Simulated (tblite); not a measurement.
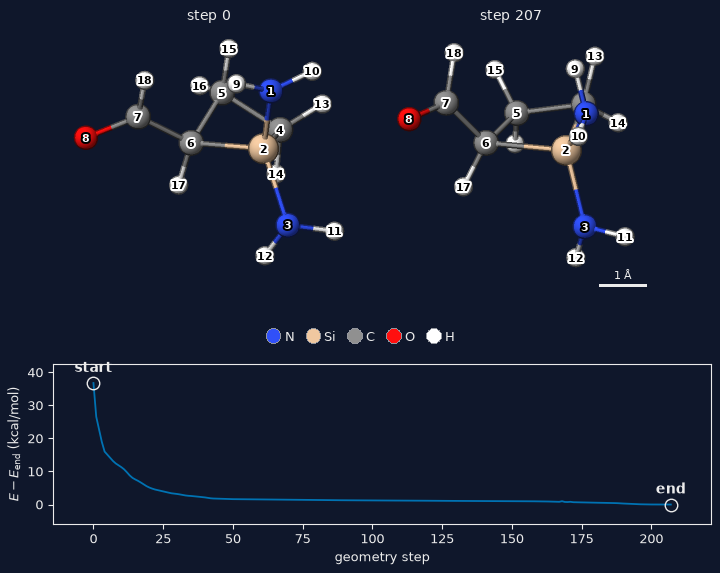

First and last geometry of a relaxation of C4H10N2OSi, with the history of the run. Style: ball-and-stick. Shown from a free direction.

Computed with GFN2-xTB geometry optimisation, gas phase (tblite 0.8.0). 

### What do the curves and the structures tell?

It converged. After 207 geometry steps the energy has fallen by 36.8 kcal/mol. The largest move after the best rigid fit is that of H10, 1.85 Å. Largest moves by element: H 1.85 Å, O 1.30 Å, C 0.62 Å, N 0.61 Å, Si 0.09 Å. Some distances before and after: Si2–C6 1.857 → 1.954 Å, Si2–N3 1.788 → 1.719 Å, Si2–C4 1.858 → 1.912 Å, C4–C5 1.496 → 1.544 Å. Bond angles that change, for instance: N1–Si2–N3 119.9° → 105.5°, N3–Si2–C4 111.1° → 124.8°, C4–C5–C6 89.2° → 101.2°. Groups turn about C4–C5 by about 55°, C5–C6 by about 55°, Si2–C4 by about 50°. The run took 2.5 s on 1 thread of Arm Neoverse N1, on a shared host.
